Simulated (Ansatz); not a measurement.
## Electronic structure of F3HSi···H2 in real space

| atom | x (Å) | y (Å) | z (Å) |
| --- | --- | --- | --- |
| Si | -0.4543 | 0.0000 | -0.7102 |
| H | 0.0490 | 0.0000 | 3.3869 |
| H | 0.9261 | 0.0000 | -0.2169 |
| F | -0.7449 | 1.2938 | -1.6027 |
| F | -0.7450 | -1.2938 | -1.6028 |
| F | -1.4942 | 0.0000 | 0.5080 |
| H | -0.4248 | 0.0000 | 2.7915 |

Level of theory: RKS PBE0/def2-SVP in Ansatz 0.2.0.

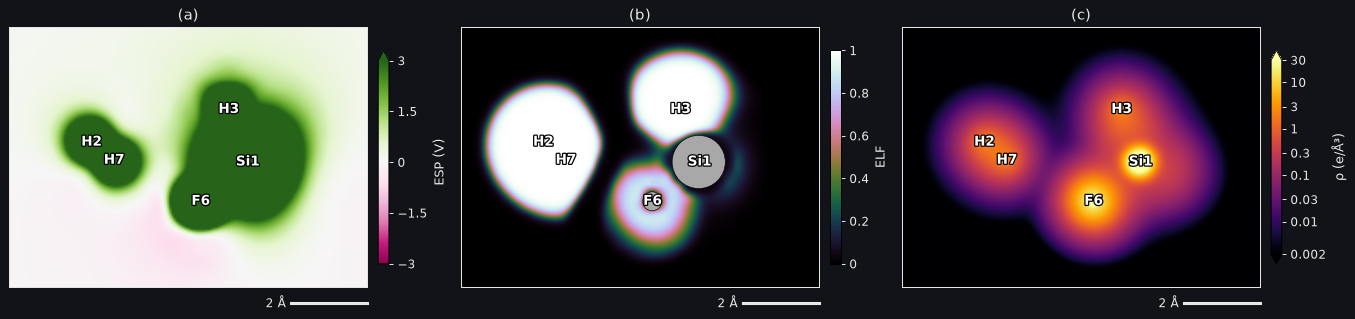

Figure 1. (a) electrostatic potential; (b) electron localisation function; (c) total electron density on the plane of atoms H3, Si1 and F6. Grey discs cover the atomic cores in the ELF map.

Question: What does the map show?

Answer: The plane passes through Si, H and F nuclei.
F6···H7 (2.52 Å): the density falls to about 0.05 e/Å³ on the way; the ELF dips to about 0 between them; a non-bonded, intermolecular contact.
Si–F (1.60 Å): ρ is about 1.1 e/Å³ halfway; the ELF peaks at about 0.85 in the valence shell of F, 0.6 Å from its nucleus, and is about 0.40 at the midpoint.
H–H (0.76 Å): the density is about 1.7 e/Å³ at the midpoint; the ELF is about 1 at the midpoint.
Si–H (1.47 Å): ρ is about 0.83 e/Å³ halfway; the ELF climbs to about 1 towards the hydrogen, as it does in any bond to H.
The ELF also peaks beside F6, away from the bonds: lone-pair regions.
Outside the dense part of the complex the potential is most negative (−0.7 V) near F6.

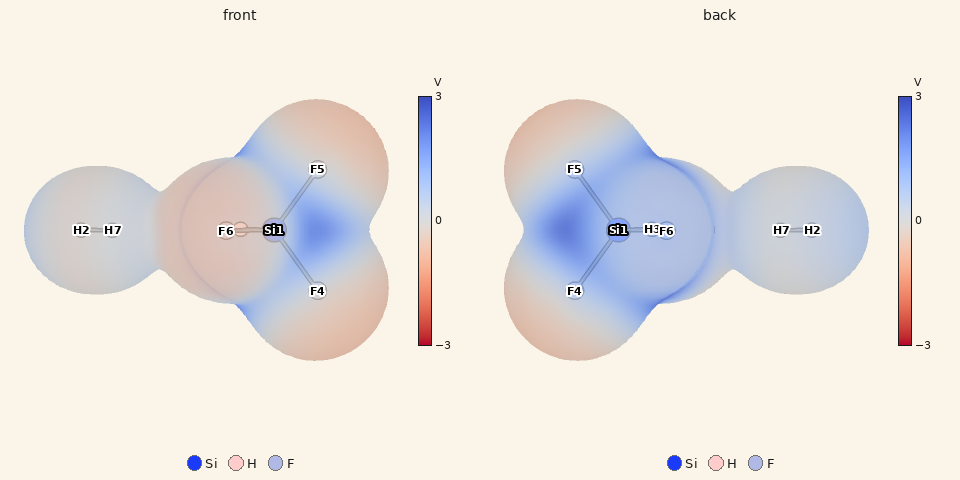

Figure 2. The electrostatic potential painted on the density surface at 0.002 e/bohr³, seen from the front and from behind; the colour scale runs from red (negative) to blue (positive).

Question: Describe the electrostatic potential map.

Answer: The most negative region (about −0.7 V) lies over F4, F5 and F6, the most positive (about +2.3 V) over Si1.

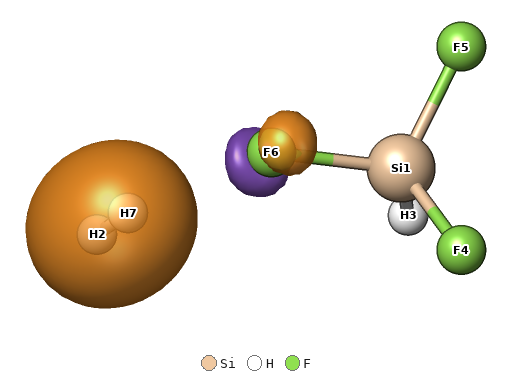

Figure 3. The HOMO−1 at ±0.2 Å⁻³ᐟ² (orange and purple are the two phases), seen at a tilt.

Question: Where does this orbital lie, and at what energy?

Answer: By Hirshfeld shares it lies mainly on H2 (about 45 %), H7 (about 45 %) and F6 (about 5 %). Its energy is −11.72 eV.
